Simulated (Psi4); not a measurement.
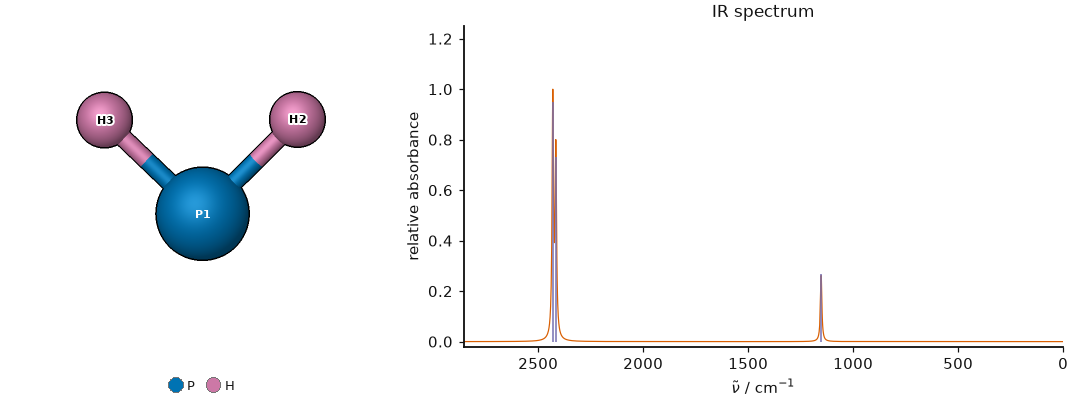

Infrared spectrum of PH₂, SMILES [PH2], doublet. Unscaled harmonic wavenumbers and double-harmonic intensities, PBE0/6-31G(d) with Psi4, at a geometry relaxed at this level, isolated molecule. Lorentzian lines of 8 cm⁻¹ full width. Close modes add up in the curve.

Q: List the modes.

A:
```
  cm⁻¹  km/mol
1152.4    34.9
2416.0    95.8
2430.4   124.0
```

Note: double-zeta basis.
